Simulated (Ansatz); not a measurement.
Input

```
crystal:
  periodic: [false, false, false]
  atoms:
    - { symbol: Sn, position_ang: [-0.149467, 0.11056, -0.052051] }
    - { symbol: O, position_ang: [-0.144832, -0.057246, 1.91305] }
    - { symbol: H, position_ang: [-0.861482, 0.317748, 2.400932] }
    - { symbol: H, position_ang: [1.470942, 0.320402, -0.508474] }
    - { symbol: H, position_ang: [-1.084133, 1.505298, -0.3982] }
    - { symbol: H, position_ang: [-0.885744, -1.275968, -0.708018] }
    - { symbol: Cl, position_ang: [1.741512, -2.647039, 1.32432] }
    - { symbol: H, position_ang: [1.154304, -1.818255, 2.172339] }
basis:
  gaussian: { orbitals: def2-SVP }
hamiltonian:
  xc: hf
relax:
  f_tol: 0.03
  max_steps: 50
output:
  orbitals: {}
```

Command:

```sh
ansatz run input.yaml --threads 1 --pin off --max-ram 2048MiB --backend cpu --events-out ev --progress --plain --runs-dir out
```

The fields are those of the run's last geometry, not of the input's.

Core potentials replace the inner electrons of Sn.

These are results of RHF/def2-SVP in Ansatz, not measurements.

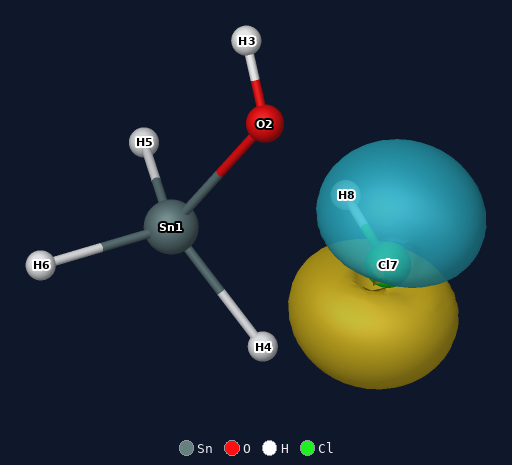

H4OSn···HCl. The HOMO−1 at ±0.2 Å⁻³ᐟ² (yellow and cyan are the two phases), seen at an oblique angle.

Question: Describe this orbital and give its energy.

Answer: It lies mainly on Cl7 (about 95 %); largely a lone pair of Cl7. Its energy is −11.69 eV.
